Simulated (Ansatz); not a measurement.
# Converging the plane-wave cutoff: Ba (Im-3m, 1 atom in the cell)

```
Ba
1.0
   -2.49745     2.49745     2.49745
    2.49745    -2.49745     2.49745
    2.49745     2.49745    -2.49745
Ba
1
Direct
  0.00000   0.00000   0.00000
```

Method of the run: PBE (plane waves, PAW; Ansatz, a quantum-chemistry and plane-wave program).

Base settings: basis.ecutwfc = 420 eV; kpoints.mp_grid.grid = 9 9 9; hamiltonian.xc = pbe; hamiltonian.pseudopotentials = {kind: paw} (the program's default PAW files); scf.occupations.method = gaussian; scf.occupations.width = 0.1 eV.

The second cell is the first with its lattice scaled by 0.98.

The mesh stays at the base's, so the ladder's end is converged at best in this setting alone.

The first pressure column holds Ansatz's estimate of the finite-basis (Pulay) stress, which hides part of the cutoff error; the other is without it.

Only quantities that move along the ladder and can be compared are tabulated.

The count of work is k-points × plane waves × bands × iterations; it is no time. 

The starting cell has typed, rounded lattice constants, without a prior relaxation at this level. Its lattice was rescaled by up to half a per cent.

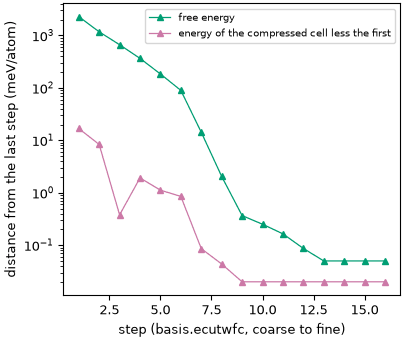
Fig. 1. Distance from the last step along the ladder; very small values are drawn at a floor.

```tsv
basis.ecutwfc	free energy less the last step's (meV/atom)	energy of the compressed cell less the first (meV/atom)	pressure (GPa)	pressure without the Pulay estimate (GPa)	count of work / last
145 eV	2289.09	26.86	0.42	-14.28	0.055
170 eV	1174.51	18.37	0.25	-9.21	0.071
190 eV	665.84	10.42	0.17	-6.21	0.081
210 eV	365.22	8.13	0.21	-3.99	0.095
230 eV	184.11	11.16	0.20	-2.34	0.12
250 eV	89.61	10.90	0.18	-1.27	0.12
295 eV	14.23	9.96	0.16	-0.16	0.15
335 eV	2.04	10.09	0.16	0.10	0.20
380 eV	0.37	10.05	0.15	0.15	0.23
420 eV	0.25	10.05	0.15	0.15	0.27
460 eV	0.16	10.05	0.15	0.15	0.32
505 eV	0.09	10.05	0.15	0.15	0.34
565 eV	0.05	10.05	0.15	0.15	0.41
630 eV	0.03	10.05	0.15	0.15	0.49
735 eV	0.01	10.05	0.15	0.15	0.61
840 eV	0.00	10.05	0.15	0.15	0.76
1010 eV	0.00	10.05	0.15	0.15	1.0
```

Coarsest basis.ecutwfc that holds the pressure without the Pulay estimate within 1 GPa of the last step, with all finer ones: 295 eV, at 0.15 of the last step's count of work; the step before is off by 1.4 GPa.

Coarsest basis.ecutwfc that holds the free energy within 0.5 meV/atom of the last step, with all finer ones: 380 eV, at 0.23 of the last step's count of work; the step before is off by 2.0 meV/atom.

Coarsest basis.ecutwfc that holds the pressure within 0.2 GPa of the last step, with all finer ones: 170 eV, at 0.071 of the last step's count of work; the step before is off by 0.27 GPa.

The energy difference between the two cells stays within 1 meV/atom of the last step's from 250 eV on, the total only from 380 eV on: much of the error is common to both cells and cancels.

At the lowest cutoff the pressure without the Pulay estimate lies 14.4 GPa under the last step's, the usual sign of Pulay stress in an incomplete plane-wave basis.

Keys are those of Ansatz 0.2.
